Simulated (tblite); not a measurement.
# CH10N2OSi2: the cost of one run

Computed with tblite 0.8.0 and PySCF 2.14.0, with density-fitted response routines of our own, on a single molecule in the gas phase. Atoms are numbered from 0 throughout.

## 1. The starting structure

16 atoms, charge 0, multiplicity 1; geometry from: force field or distance geometry start.

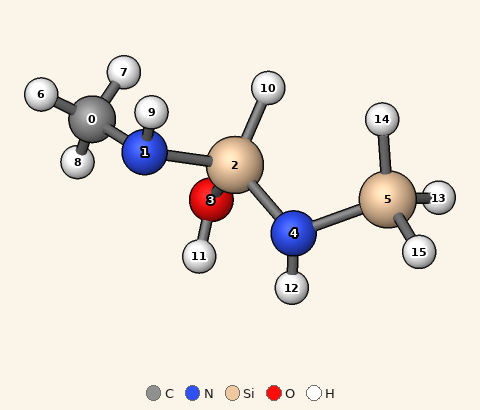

As it starts; carbon grey, nitrogen blue, silicon light orange, oxygen red, hydrogen white, atoms numbered.

## 2. Geometry optimisation with GFN2-xTB

Job settings and geometry (Å):

```
{"job": {"kind": "relax", "xc": "GFN2-xTB", "basis": "xTB"}, "charge": 0, "multiplicity": 1}
C     -2.655400    -0.048500     0.156100
N     -1.458100     0.459900     0.792100
Si    -0.071700    -0.165800    -0.180500
O     -0.464900    -1.797700    -0.551300
N      1.429900    -0.152100     0.744500
Si     2.765400     0.685800    -0.074600
H     -3.545900     0.510300     0.506700
H     -2.527600     0.141900    -0.919200
H     -2.733600    -1.142300     0.297900
H     -1.486100     1.495400     0.730900
H     -0.054300     0.635800    -1.405900
H     -0.277600    -2.358300     0.271900
H      1.685100    -1.061500     1.159700
H      3.380600    -0.117800    -1.160000
H      2.239900     1.921400    -0.698200
H      3.766700     1.002400     0.987400
```

Started as:

```bash
OMP_NUM_THREADS=1 python probes_run.py task.json out
```

This one command runs all jobs of the session in turn.

**Question.** How long does this first job take on 1 thread of Arm Neoverse N1, shared host, and how much memory does it need?

About 2.3 s, with a peak of 0.18 GiB.
